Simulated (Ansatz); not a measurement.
Pressure series in hypothetical P6_3/mmc SiS2

Base system: SiS₂ in the 2H-MoS2 type structure (space group P6_3/mmc, No. 194; a = 3.2241 Å, c = 12.1532 Å; a hypothetical phase, not in the database extracts checked; layered, stacked along the Cartesian z axis).

Cell and atoms are relaxed at each pressure.

Level of theory: Kohn–Sham DFT with the r2SCAN+rVV10 functional, run in Ansatz (an electronic-structure program) with PAW and 500 eV plane waves, no spin-orbit coupling.

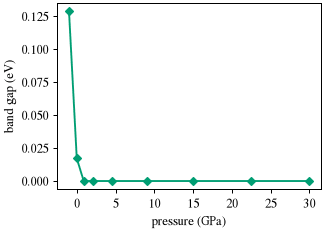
Band gap against pressure

```tsv
pressure (GPa)	band gap
-1	0.13 eV
0.9	zero
2.1	zero
4.5	zero
9	zero
15	zero
22.5	zero
30	zero
```

Load acts through the strain it causes; cell and atoms are relaxed under it. Stability against distortions was not tested. Competing high-pressure phases were not computed. All final runs are without spin polarisation. Gaps under 0.05 eV, about the width of the smearing, are given as zero. The zero or small gap of SiS2 can change with the level of theory.
